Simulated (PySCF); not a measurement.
## A study: BH3, SMILES `B`

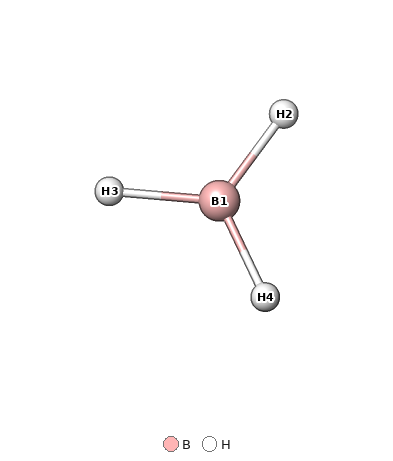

The molecule, with its atoms numbered as below. No frequency check shows the geometry to be a minimum.

Geometry (Å), atoms numbered from 1:

```
B1       0.0000    0.0000    0.0000
H2      -0.3009    1.1249    0.0000
H3      -0.8237   -0.8231    0.0000
H4       1.1247   -0.3018    0.0000
```

Part 1: In an electric field

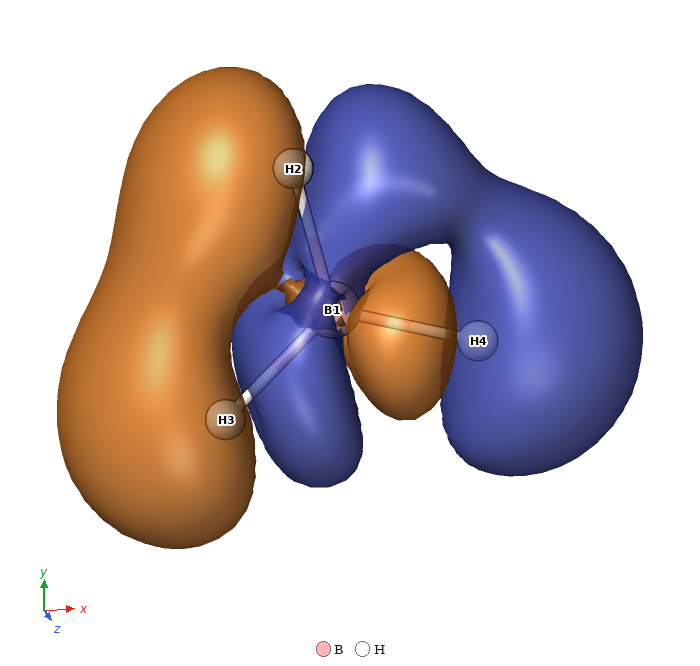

Change of the electron density in a uniform field of 0.41 V/Å, surfaces at ±0.0015 e/Å³ (orange: gain, blue: loss).

Computed with PySCF, BP86/def2-SVPD, geometry: GFN2-xTB.

Along which Cartesian direction does the field point?

Answer. Along +x: electrons gather on the −x side, against the field.

How large is the response?

Answer. The induced dipole is 0.39 D (along the field); α along this axis, from the fields in both directions, is 19 bohr³ (2.8 Å³).

Which atoms gain and lose the most charge?

Answer. Electrons gather most on H3 (Hirshfeld charge changes by −0.012 e) and leave H4 most (+0.017 e); 0.041 electrons are displaced in all.

Part 2: Removing or adding an electron

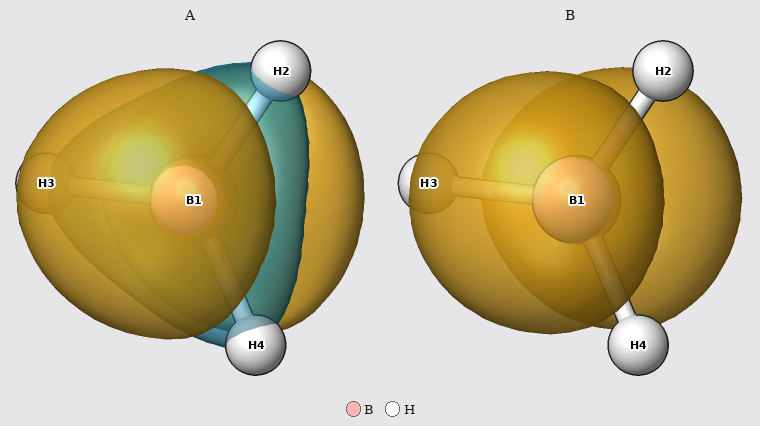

The Fukui function f⁺ from two separate SCF calculations and the density of the LUMO, at ±0.04 e/Å³ (yellow positive, teal negative).

PySCF calculation, PBE0/def2-SVP, gas phase; geometry: GFN2-xTB.

Which panel is which, and how good is the frozen-orbital picture?

Answer. A is f⁺ (it has negative regions), B the LUMO density. The LUMO lies on B1 (73 %) and H2, H3 and H4 (9 % each); f⁺ (Hirshfeld-condensed) is largest on B1 (0.60); the vertical electron affinity is −0.44 eV (the stability of the anion's solution wasn't checked; negative, but this basis has no diffuse functions, so it doesn't show that the anion is unbound). Relaxation shifts 13 % of the electron between atoms. The orbital energy is −1.84 eV.

Part 3: Stretching a bond

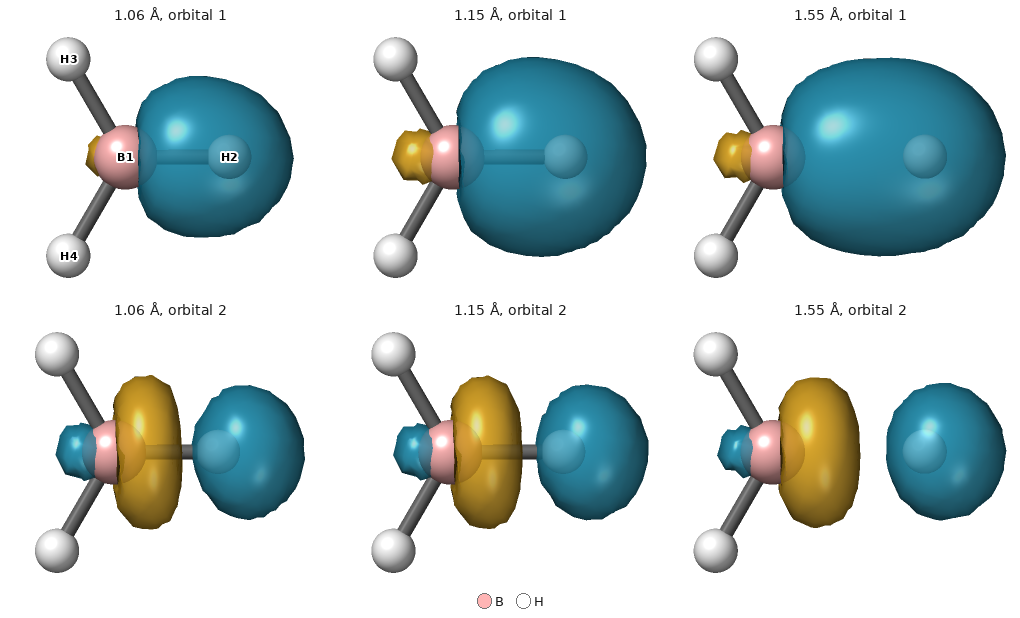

Rigid stretch of the B1–H2 bond. The two CASSCF(2,2) natural orbitals nearest half filling (orbital 1 the more occupied).

Level of theory: def2-TZVP basis (PySCF), at a geometry from GFN2-xTB.

How do the occupations change along the stretch?

Answer. 1.06 Å: 1.99 and 0.01; 1.15 Å: 1.99 and 0.01; 1.55 Å: 1.96 and 0.04. At the longest distance computed (3.22 Å) they are 1.35 and 0.65, and the effective number of unpaired electrons is 1.5.

Where does the UHF solution part from RHF?

Answer. Between 1.78 Å (⟨S²⟩ = 0, the two coincide) and 2.07 Å (⟨S²⟩ = 0.39); at 3.22 Å ⟨S²⟩ is 0.97 and UHF lies 2.7 eV below RHF.

How much energy does the stretch cost?

Answer. By CASSCF, 4.1 eV from the lowest point of the scan (1.26 Å) to 3.22 Å; RHF gives 6.5 eV from its own lowest point. The fragments aren't relaxed and dynamic correlation is missing, so this isn't a bond dissociation energy.
